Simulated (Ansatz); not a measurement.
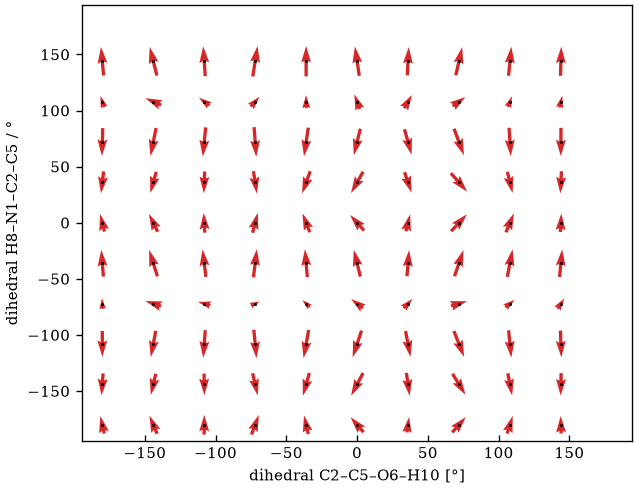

C3H3F2NO, SMILES NC1=C(F)C1(O)F. First axis: dihedral C2–C5–O6–H10. Second axis: dihedral H8–N1–C2–C5. Nothing is relaxed (all other coordinates rigid). The grid has 10 × 10 points. Points are written as (first, second). Method: Ansatz 0.2.0, RKS PBE0-D4/def2-SVP.

In the figure: dots at the grid points, arrows along the force (downhill), their lengths compressed.

### The arrows alone are given. Where are the wells?

The arrows converge at about (130°, −165°); about (135°, 15°) (1.0 kJ/mol up); about (−45°, −165°) (2.1 kJ/mol up); about (−55°, 15°) (6.5 kJ/mol up) (read from the interpolated surface).

The energy map of the same scan:

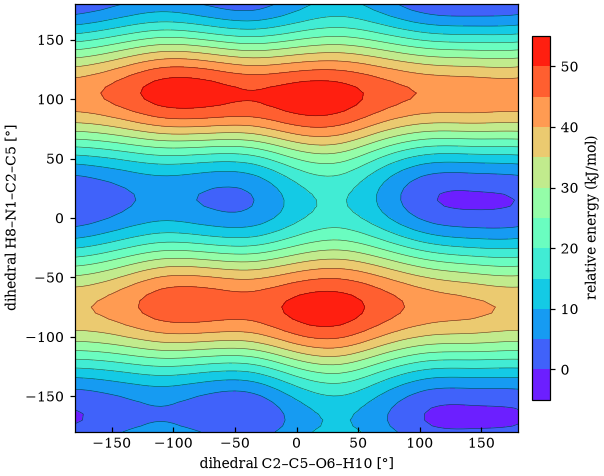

Energies are in kJ/mol, from the relaxed molecule at the same level; between grid points the surface is interpolated.
